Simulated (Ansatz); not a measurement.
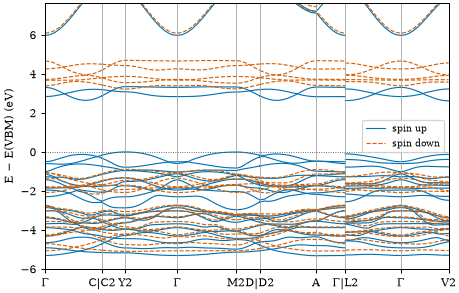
*Band structure from plane-wave PAW r²SCAN (Ansatz code)*

### Question
Read off the gap and where the band edges lie.

### Answer
About 2.6 eV (2.62 eV by a search for the band edges); maximum at Y2, minimum at V2.

### Question
Pick the material that matches.
A. Na4CoO3, Cc (Pearson symbol mS32)
B. Cd2P3I, C2/c (Cd on 8f, P on 4e, P on 8f, I on 4e)
C. NaCrS2O8, C2/m (Pearson symbol mS24)

### Answer
C, NaCrS2O8, C2/m (Pearson symbol mS24)

The first step of the workflow began from a Materials Project structure, measured or hypothetical; the Crystallography Open Database copy checked does not list it. Its standing as an ambient phase is unchecked. Symmetry was held in the r²SCAN relaxation; its stability against distortions is not shown here. Magnetic state: ferromagnetic, the only order run, not a proven ground state. The cell computed holds one magnetic atom, so no antiferromagnetic order was within reach. Other orbital occupations within this spin state were not tried. No Hubbard U is applied.

Potentials: the later of the program's two PAW sets.
